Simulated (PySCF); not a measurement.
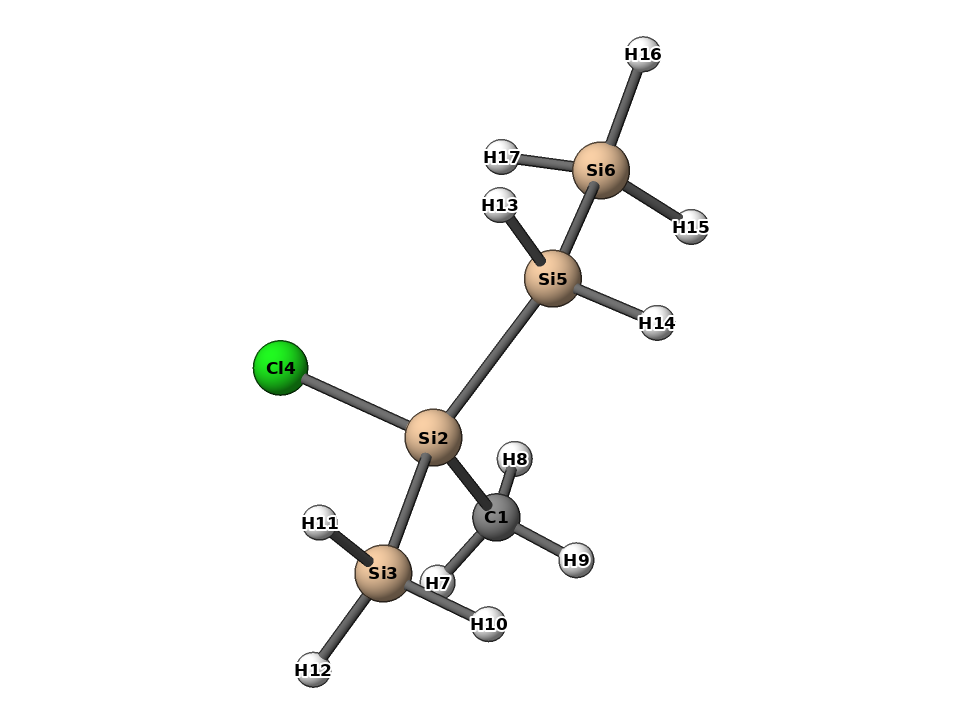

The questions are on isotropic NMR shieldings of the Si atoms. Computed geometry: GFN2-xTB optimisation. No frequency run is at hand to confirm it as a minimum. Level of theory: GIAO PBE0/pcSseg-1 NMR shielding, non-relativistic, gas phase (PySCF 2.14.0).

Give the isotropic NMR shieldings of the Si atoms atom by atom.

```tsv
atom	σ (ppm)
Si2	333.4
Si3	454.3
Si5	466.8
Si6	468.1
```

The geometry is semi-empirical. Around Si such bond lengths and angles can be off by a tenth of an ångström or more and by several degrees, and values that hang on the shape move with them.
